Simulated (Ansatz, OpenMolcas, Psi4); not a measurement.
Strength of the C–H bond: CH2N → HCN + H

Species: CH2N `C=[N]`, doublet; HCN (hydrogen cyanide) `C#N`, singlet; H atom, doublet. 

Shapes, held fixed at every level: PBE0-D4/def2-TZVP. Programs: Ansatz 0.2.0, OpenMolcas 26.06, Psi4 1.11. A level may come from different programs for different species; with the same settings they agree closely. The zero-point and thermal change to 298 K, harmonic and unscaled (5/2 RT less the spin-orbit lowering for atoms, PBE0-D4/def2-TZVP), is -17.9 kJ/mol.

**The experiment to reproduce.** Tabulated heats of formation (Active Thermochemical Tables, tabulated atomic heats): CH2N +238.6 (ATcT); HCN +129.3 (ATcT); H +218.0 (atomic table) kJ/mol, which give ΔH(298 K) = +108.7 kJ/mol.

```tsv
level	kind	ΔH (kJ/mol)	computed − measured
HF/def2-SVP	Hartree–Fock	+134.7	+26.0
HF/def2-TZVPP	Hartree–Fock	+131.9	+23.2
SPW92/def2-TZVPP	LDA	+140.8	+32.1
r2SCAN-D4/def2-TZVPP	meta-GGA	+139.5	+30.8
B3LYP/6-31G* (spherical functions)	global hybrid	+138.7	+30.0
r2SCAN0-D4/def2-TZVPP	global hybrid	+148.0	+39.3
wB97M-V/def2-TZVPP	range-separated hybrid	+117.2	+8.5
B2PLYP/def2-TZVPP	double hybrid	+109.8	+1.0
```

Nearest: B2PLYP/def2-TZVPP (+1.0); farthest: r2SCAN0-D4/def2-TZVPP (+39.3). 2 of 8 levels lie within 10 kJ/mol. Spin contamination: CH2N (⟨S²⟩ up to 0.93). Open shells run unrestricted.

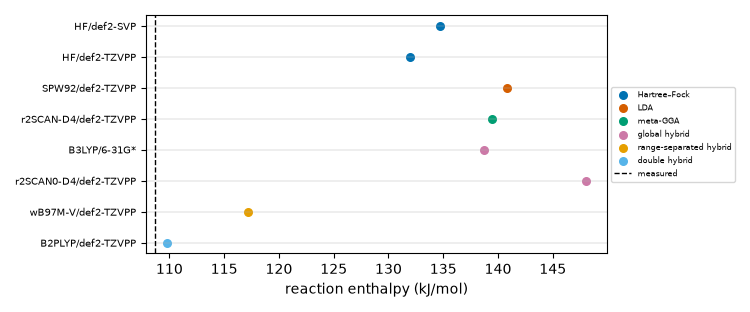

The values of the table, level by level.
